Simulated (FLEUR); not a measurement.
# How the volume moves the moments of Nickel, part 2 of 2

Wanted: the trend of the moments of Nickel with the volume.

FLEUR MaX-R8.1; PBE; all-electron FLAPW, Dirac cores, scalar-relativistic bands.

So far, largest spin moment in the muffin-tin sphere (μB): step 2 (factor 1, start ferro +) 0.639; step 3 (factor 1, start antiferro q=(0,1/2,1/2) +-) 0.111.

### 5. Factor 1.12, start ferro +

The farthest finished point is shown in full.

Input file inp.xml:

```
<?xml version="1.0" encoding="UTF-8" standalone="no"?>
<fleurInput fleurInputVersion="0.39">
   <comment>
      Ni
   </comment>
   <calculationSetup>
      <cutoffs Kmax="3.73" Gmax="11.2" GmaxXC="11.2" numbands="0"/>
      <scfLoop itmax="110" minDistance="0.00002" maxIterBroyd="15" imix="Anderson" alpha="0.05" precondParam="0.0" spinf="2.0" sdNocoIR="T"/>
      <coreElectrons ctail="T" frcor="F" kcrel="0" coretail_lmax="0"/>
      <xcFunctional name="pbe" relativisticCorrections="F"/>
      <magnetism jspins="2"/>
      <soc l_soc="F" theta="0.0" phi="0.0" spav="F"/>
      <expertModes spex="0" secvar="F"/>
      <geometryOptimization l_f="F" forcealpha="1.0" forcemix="BFGS" epsdisp="0.00001" epsforce="0.00001"/>
      <ldaU l_linMix="F" mixParam="0.05" spinf="1.0"/>
   </calculationSetup>
   <cell>
      <bzIntegration valenceElectrons="18.0" mode="hist" fermiSmearingEnergy="0.00183747">
         <kPointListSelection listName="default-1"/>
         <xi:include xmlns:xi="http://www.w3.org/2001/XInclude" href="kpts.xml"> </xi:include>
      </bzIntegration>
      <xi:include xmlns:xi="http://www.w3.org/2001/XInclude" href="sym.xml"> </xi:include>
      <bulkLattice scale="1.0">
         <bravaisMatrix>
            <row-1>    0.0000000000000000     3.4577592938151867     3.4577592938151867</row-1>
            <row-2>    3.4577592938151867     0.0000000000000000     3.4577592938151867</row-2>
            <row-3>    3.4577592938151867     3.4577592938151867     0.0000000000000000</row-3>
         </bravaisMatrix>
      </bulkLattice>
   </cell>
   <atomSpecies>
      <species name="Nickel (Ni1.000" element="Ni" atomicNumber="28">
         <mtSphere radius="2.2" gridPoints="727" logIncrement="0.017"/>
         <atomicCutoffs lmax="8" lnonsphr="6"/>
         <electronConfig flipSpins="F">
            <coreConfig>(1s1/2) (2s1/2) (2p1/2) (2p3/2)</coreConfig>
            <valenceConfig>(3s1/2) (3p1/2) (3p3/2) (4s1/2) (3d3/2) (3d5/2)</valenceConfig>
            <stateOccupation state="(3d3/2)" spinUp="1.6" spinDown="1.6"/>
            <stateOccupation state="(3d5/2)" spinUp="2.9" spinDown="1.9"/>
         </electronConfig>
         <energyParameters s="4" p="4" d="3" f="4"/>
         <lo type="SCLO" l="0" n="3" eDeriv="0"/>
         <lo type="SCLO" l="1" n="3" eDeriv="0"/>
      </species>
   </atomSpecies>
   <atomGroups>
      <atomGroup species="Nickel (Ni1.000">
         <relPos label="                   1">.0000000000 .0000000000 .0000000000</relPos>
         <force calculate="T" relaxXYZ="TTT"/>
      </atomGroup>
   </atomGroups>
   <output dos="F" band="F" slice="F">
      <bandDOS minEnergy="-.5*Htr" maxEnergy="0.5*Htr" sigma="0.015" storeEVData="T"/>
      <plotting iplot="0" polar="F">
         <plot TwoD="T" vec1="  1.0  0.0  0.0" vec2="  0.0  1.0  0.0" vec3="  0.0  0.0  1.0" zero="  0.0  0.0  0.0" file="plot"/>
      </plotting>
      <moessbauerParams electricFieldGradient="F" isomerShift="F" coreHyperfine="F" valenceHyperfine="F"/>
   </output>
</fleurInput>
```

Input file crystal.txt:

```
Ni
&input film=F cartesian=F /
0.00000000000  1.82976741910  1.82976741910
1.82976741910  0.00000000000  1.82976741910
1.82976741910  1.82976741910  0.00000000000
1.8897261246
1.0 1.0 1.0

1
28 0.00000000000  0.00000000000  0.00000000000 : 1.000

&kpt div1=14 div2=14 div3=14 gamma=T /
```

The run is started by

```console
$ OMP_NUM_THREADS=1 inpgen -f crystal.txt > inpgen.log  # inp.xml is then edited as shown
$ OMP_NUM_THREADS=1 mpirun -n 4 fleur_MPI > fleur.log
```

The program printed:

```text
[banner, memory and clock lines left out]
Welcome to FLEUR        (www.flapw.de)
      MaX-Release 8.1          (www.max-centre.eu)

 ========== k-point set info ==========
 Selected k-point list: default-1
 k-point list type: mesh
 14 x 14 x 14
 Number of k points: 104

 [... set-up left out ...]
 Iteration:     1   Distance:       9.30543707 me/bohr^3
 Iteration:     2   Distance:       8.21017193 me/bohr^3
 Iteration:     3   Distance:       6.36498685 me/bohr^3
 Iteration:     4   Distance:       1.68228635 me/bohr^3
 Iteration:     5   Distance:       1.35068712 me/bohr^3
[...]
<sumOfEigenvalues value="     -873.4960481317">
               <coreElectrons value="-856.1391906862"/>
               <valenceElectrons value="-17.3568574455"/>
            </sumOfEigenvalues>
         [... left out ...]
            <freeEnergy value="-1520.8277815533"/>
            <extrapolationTo0K value="-1520.8274718525"/>
         </totalEnergy>
         <densityConvergence units="me/bohr^3">
            <chargeDensity spin="1" distance="0.0000073768"/>
            <chargeDensity spin="2" distance="0.0000069007"/>
            <overallChargeDensity distance="0.0000084262"/>
            <spinDensity distance="0.0000115358"/>
         </densityConvergence>
      </iteration>
```

Run time: 6.3 s. Hardware: 4 MPI ranks of AMD EPYC 9R14 (Zen 4), shared host; peak memory 0.2 GiB.

Spin moment in the muffin-tin sphere by atom:

| atom | spin moment in the muffin-tin sphere (μB) |
| --- | --- |
| Ni1 | 0.746 |

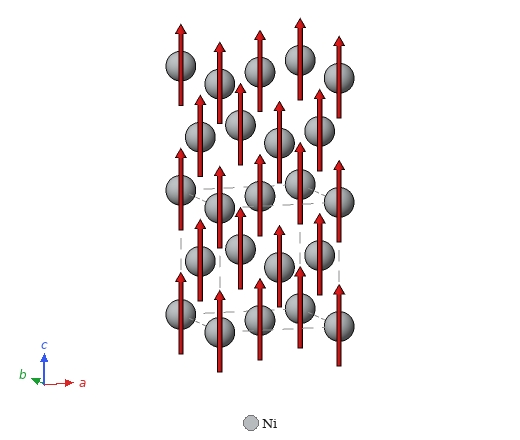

Spin moment in the muffin-tin sphere as arrows, the longest 0.746 μB. Up and down stand for the sign. Arrows give size and sign along the axis of quantisation, drawn up and down the page. 1×1×2 conventional cells are drawn. Some periodic images of atoms are drawn too.

This step gave:

```
free energy                                                       : -41383.8322 eV
program's band gap on this mesh (in a metal only a level spacing) : 0.003525 eV
magnetization                                                     : 0.6982 μB
final state                                                       : ferromagnetic
```

After 18 cycles the largest moment stands at 0.745 μB.

### 6. Factor 1.12, start antiferro q=(0,1/2,1/2) +-

The k list default-1 (kpts.xml, not shown) is a Γ-centred 14×7×14 mesh.

Changes to inp.xml since step 5:

```diff
@@ -17,3 +17,3 @@
    <cell>
-      <bzIntegration valenceElectrons="18.0" mode="hist" fermiSmearingEnergy="0.00183747">
+      <bzIntegration valenceElectrons="36.0" mode="hist" fermiSmearingEnergy="0.00183747">
          <kPointListSelection listName="default-1"/>
@@ -24,5 +24,5 @@
          <bravaisMatrix>
-            <row-1>    0.0000000000000000     3.4577592938151867     3.4577592938151867</row-1>
-            <row-2>    3.4577592938151867     0.0000000000000000     3.4577592938151867</row-2>
-            <row-3>    3.4577592938151867     3.4577592938151867     0.0000000000000000</row-3>
+            <row-1>    0.0000000000000000     3.4577592937395978     3.4577592937962893</row-1>
+            <row-2>    6.9155185874602978    -0.0000000000377945     6.9155185875169902</row-2>
+            <row-3>    6.9155185874414009     3.4577592937773920     3.4577592937773920</row-3>
          </bravaisMatrix>
@@ -44,2 +44,15 @@
       </species>
+      <species name="Nickel (Ni-1.000" element="Ni" atomicNumber="28">
+         <mtSphere radius="2.2" gridPoints="727" logIncrement="0.017"/>
+         <atomicCutoffs lmax="8" lnonsphr="6"/>
+         <electronConfig flipSpins="F">
+            <coreConfig>(1s1/2) (2s1/2) (2p1/2) (2p3/2)</coreConfig>
+            <valenceConfig>(3s1/2) (3p1/2) (3p3/2) (4s1/2) (3d3/2) (3d5/2)</valenceConfig>
+            <stateOccupation state="(3d3/2)" spinUp="1.6" spinDown="1.6"/>
+            <stateOccupation state="(3d5/2)" spinUp="1.9" spinDown="2.9"/>
+         </electronConfig>
+         <energyParameters s="4" p="4" d="3" f="4"/>
+         <lo type="SCLO" l="0" n="3" eDeriv="0"/>
+         <lo type="SCLO" l="1" n="3" eDeriv="0"/>
+      </species>
    </atomSpecies>
@@ -48,2 +61,6 @@
          <relPos label="                   1">.0000000000 .0000000000 .0000000000</relPos>
+         <force calculate="T" relaxXYZ="TTT"/>
+      </atomGroup>
+      <atomGroup species="Nickel (Ni-1.000">
+         <relPos label="                   2">.0000000000 1.000/2.000 .0000000000</relPos>
          <force calculate="T" relaxXYZ="TTT"/>
```

Input file crystal.txt:

```
Ni
&input film=F cartesian=F /
0.00000000000  1.82976741906  1.82976741909
3.65953483811  -0.00000000002  3.65953483814
3.65953483810  1.82976741908  1.82976741908
1.8897261246
1.0 1.0 1.0

2
28 0.00000000000  0.00000000000  0.00000000000 : 1.000
28 0.00000000000  0.50000000000  0.00000000000 : -1.000

&kpt div1=14 div2=7 div3=14 gamma=T /
```

The program printed:

```text
[banner, memory and clock lines left out]
Welcome to FLEUR        (www.flapw.de)
      MaX-Release 8.1          (www.max-centre.eu)

 ========== k-point set info ==========
 Selected k-point list: default-1
 k-point list type: mesh
 14 x 7 x 14
 Number of k points: 372

 [... set-up left out ...]
 Iteration:     1   Distance:      16.61743010 me/bohr^3
 Iteration:     2   Distance:      16.06998256 me/bohr^3
 Iteration:     3   Distance:      13.32523275 me/bohr^3
 Iteration:     4   Distance:       4.10181165 me/bohr^3
 Iteration:     5   Distance:       3.97312408 me/bohr^3
[...]
<sumOfEigenvalues value="    -1746.9048068376">
               <coreElectrons value="-1712.2495672131"/>
               <valenceElectrons value="-34.6552396245"/>
            </sumOfEigenvalues>
         [... left out ...]
            <freeEnergy value="-3041.6512739654"/>
            <extrapolationTo0K value="-3041.6501847624"/>
         </totalEnergy>
         <densityConvergence units="me/bohr^3">
            <chargeDensity spin="1" distance="0.0000142856"/>
            <chargeDensity spin="2" distance="0.0000130162"/>
            <overallChargeDensity distance="0.0000198471"/>
            <spinDensity distance="0.0000187907"/>
         </densityConvergence>
      </iteration>
```

The job ended after 82 s (4 MPI ranks; peak memory 0.31 GiB; 5.4 min of CPU time).

Read from the output:

* free energy: -82767.5476 eV
* program's band gap on this mesh (in a metal only a level spacing): 2.84e-8 eV
* magnetization: 0 μB
* final state: antiferromagnetic
* largest moment: 0.1987 μB

After 35 cycles the largest moment stands at 0.199 μB.

### 7. The series

In all 27 runs were made at the factors 0.88, 0.91, 0.94, 0.97, 1, 1.03, 1.06, 1.09 and 1.12, of which 26 converged. The tables hold the factors at which the parallel start converged, and CPU times count converged runs alone. Differences are of free energies.

Final states:

| volume factor | ferro + | antiferro q=(0,1/2,1/2) +- | no spin polarisation | CPU time (s) |
| --- | --- | --- | --- | --- |
| 0.88 | ferromagnetic | non-magnetic | non-magnetic | 445.8 |
| 0.91 | ferromagnetic | non-magnetic | non-magnetic | 480.1 |
| 0.94 | ferromagnetic | non-magnetic | non-magnetic | 584.4 |
| 0.97 | ferromagnetic | - | non-magnetic | 36.17 |
| 1 | ferromagnetic | weak moments in the typed pattern, under 0.15 μB | non-magnetic | 501 |
| 1.03 | ferromagnetic | weak moments in the typed pattern, under 0.15 μB | non-magnetic | 406 |
| 1.06 | ferromagnetic | antiferromagnetic | non-magnetic | 373.4 |
| 1.09 | ferromagnetic | antiferromagnetic | non-magnetic | 381.2 |
| 1.12 | ferromagnetic | antiferromagnetic | non-magnetic | 364.6 |

Table of energy over the lowest point, ferro + by volume factor:

| volume factor | energy over the lowest point, ferro + (meV a primitive cell) |
| --- | --- |
| 0.8800 | 124 |
| 0.9100 | 64.4 |
| 0.9400 | 24.6 |
| 0.9700 | 5.37 |
| 1.0000 | 0 |
| 1.0300 | 6.92 |
| 1.0600 | 24.7 |
| 1.0900 | 50.1 |
| 1.1200 | 82.6 |

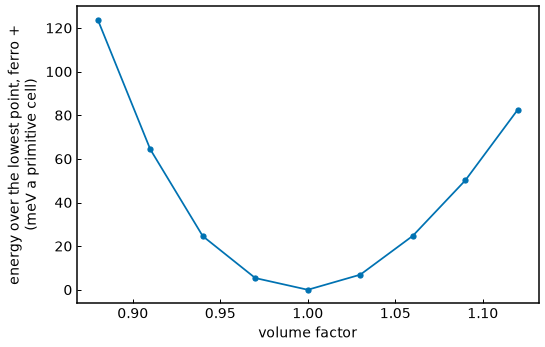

Energy over the lowest point, ferro +, plotted against volume factor.

Largest sphere moment against volume factor:

| volume factor | ferro + (μB) | antiferro q=(0,1/2,1/2) +- (μB) |
| --- | --- | --- |
| 0.8800 | 0.572 | 0 |
| 0.9100 | 0.583 | 0 |
| 0.9400 | 0.598 | 0 |
| 0.9700 | 0.616 | - |
| 1.0000 | 0.639 | 0.111 |
| 1.0300 | 0.672 | 0.143 |
| 1.0600 | 0.705 | 0.166 |
| 1.0900 | 0.729 | 0.184 |
| 1.1200 | 0.745 | 0.199 |

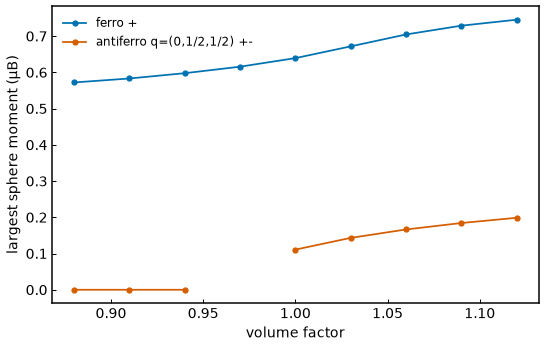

Largest sphere moment, plotted against volume factor.

Table of net moment, ferro + by volume factor:

| volume factor | net moment, ferro + (μB a primitive cell) |
| --- | --- |
| 0.8800 | 0.546 |
| 0.9100 | 0.555 |
| 0.9400 | 0.566 |
| 0.9700 | 0.582 |
| 1.0000 | 0.603 |
| 1.0300 | 0.632 |
| 1.0600 | 0.662 |
| 1.0900 | 0.684 |
| 1.1200 | 0.698 |

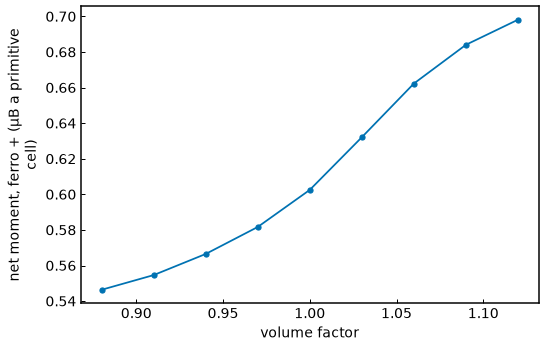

Net moment, ferro +, plotted against volume factor.

The energy less that of the parallel start by volume factor; values in meV a seeded atom:

| volume factor | antiferro q=(0,1/2,1/2) +- | no spin polarisation |
| --- | --- | --- |
| 0.8800 | 41.4 | 41.4 |
| 0.9100 | 43.5 | 43.5 |
| 0.9400 | 45.4 | 45.4 |
| 0.9700 | - | 47.3 |
| 1.0000 | 49.4 | 49.4 |
| 1.0300 | 51.4 | 51.6 |
| 1.0600 | 53.8 | 54.3 |
| 1.0900 | 56.2 | 57.0 |
| 1.1200 | 58.4 | 59.6 |

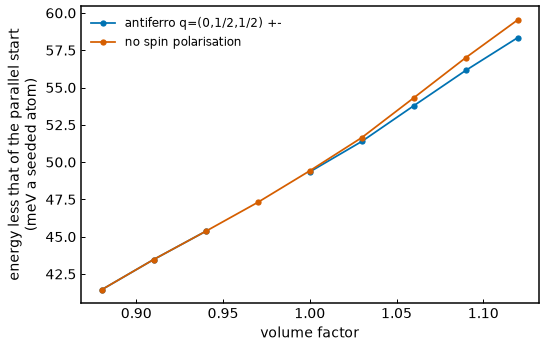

Energy less that of the parallel start, plotted against volume factor.

### 8. Results

| Quantity | Value |
| --- | --- |
| largest moment, parallel start | 0.572 μB at 0.88, 0.745 μB at 1.12 |
| net moment, parallel start | 0.546 to 0.698 μB a primitive cell |
| start antiferro q=(0,1/2,1/2) +- less the parallel start | +41.4 meV at 0.88, +58.4 meV at 1.12, a seeded atom |
| spinless run less the parallel start | +41.4 meV at 0.88, +59.6 meV at 1.12, a seeded atom |

What this shows: The largest moment of the parallel start goes from 0.572 μB at 0.88 to 0.745 μB at 1.12. Its energy is least at 1 of the points run. The start antiferro q=(0,1/2,1/2) +- lies over the parallel start at every point where both finished. The spinless run lies over the parallel start at every point where both finished. The opposed order is one of several, taken for its small cell; another can lie lower, so the scan does not name the ground state. Atoms were not relaxed at any point.

[Logs and program files are shortened in this print: banners, set-up blocks, solver, clock and traceback lines can be left out without a mark of their own.]

[Logs are printed without paths, hosts, clocks, repeated set-up lines and the standing remarks that a program may print on its own settings, such as how far it seeks lower states.]

[Hosts, paths, dates, database ids (printed as entryN), source tags and the programs' standing remarks are cut or masked in the printed files.]

[Where a cell is said to come from a database of computed structures, the database is the Materials Project.]
